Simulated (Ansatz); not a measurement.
ZrO₂ (baddeleyite type, space group P2_1/c)

```yaml
crystal:
  lattice:
    - [5.18930, 0.00000, 0.00000]
    - [0.00000, 5.24180, 0.00000]
    - [-0.90344, 0.00000, 5.30261]
  atoms:
    - { symbol: Zr, position: [0.27571, 0.04384, 0.21016] }
    - { symbol: Zr, position: [0.72429, 0.54384, 0.28984] }
    - { symbol: Zr, position: [0.72429, 0.95616, 0.78984] }
    - { symbol: Zr, position: [0.27571, 0.45616, 0.71016] }
    - { symbol: O, position: [0.06488, 0.32613, 0.35022] }
    - { symbol: O, position: [0.93512, 0.82613, 0.14978] }
    - { symbol: O, position: [0.93512, 0.67387, 0.64978] }
    - { symbol: O, position: [0.06488, 0.17387, 0.85022] }
    - { symbol: O, position: [0.45109, 0.75674, 0.47528] }
    - { symbol: O, position: [0.54891, 0.25674, 0.02472] }
    - { symbol: O, position: [0.54891, 0.24326, 0.52472] }
    - { symbol: O, position: [0.45109, 0.74326, 0.97528] }
```

This relaxed cell (volume V₀) is scaled evenly in all directions, its shape held. The atoms relax within the cell's symmetry.

These are PBE (plane waves to 420 eV, PAW, scalar-relativistic; Ansatz, a quantum-chemistry and plane-wave program) values and carry that method's errors. k mesh 5×5×5 (Γ-centred), Fermi-Dirac smearing 0.05 eV. The energy includes the smearing's −TS. The relaxing atoms change the space group within the scan (C2/c at V/V₀ = 1.160), so nothing is fitted. The PAW data are Ansatz's earlier set. ZrO2 is run without spin polarisation. ZrO2 was relaxed with its symmetry unable to fall. The zero of ΔE is the relaxed starting cell.

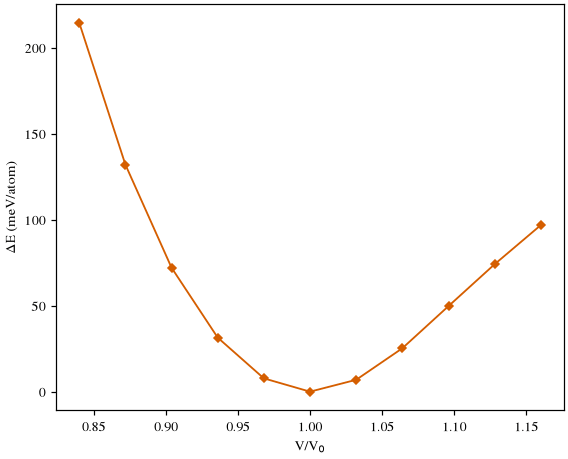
Figure: ΔE (meV/atom) against V/V₀; markers are the computed points, lines only join them.

Problem. What is ΔE at V/V₀ = 0.840?

Solution. About 210 meV/atom.

Problem. What is ΔE at V/V₀ = 1.160?

Solution. About 97 meV/atom.

(Under strain, the slope of the energy per volume gives the stress and its curvature an elastic modulus.)
